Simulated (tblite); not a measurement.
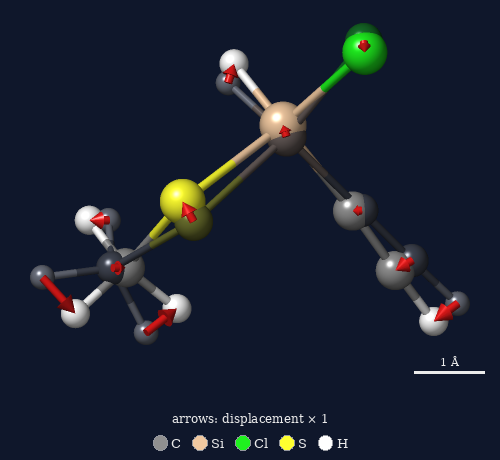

A relaxation of C$_{3}$H$_{5}$ClSSi. The starting structure is drawn faded, the final one solid; red arrows show the displacements, at their true length. The two geometries are superimposed by the best rigid fit.

A ball-and-stick model, seen at a tilt.

Computed with tblite, GFN2-xTB geometry optimisation, gas phase. 

**Which element moves most?**

Hydrogen: up to 0.70 Å, against 0.32 Å for sulfur.

**What did the optimiser do to the structure, and how much energy did it gain?**

The energy falls by 24.2 kJ/mol in 74 geometry steps. The atom that moves furthest after the best rigid fit is an H atom (0.70 Å). By element the largest moves are H 0.70 Å, S 0.32 Å, C 0.30 Å, Si 0.17 Å, Cl 0.17 Å. Near-neighbour distances that change, for instance: Cl–Si 2.095 → 2.008 Å, C–H 1.129 → 1.085 Å, C–Si 1.807 → 1.850 Å, C–C 1.220 → 1.203 Å. Among the angles between lasting bonds that change: S–C–H 113.3° → 106.6°, H–C–H 104.8° → 110.6°, Cl–Si–S 113.2° → 108.2°. Groups turn about C–S by about 35°.
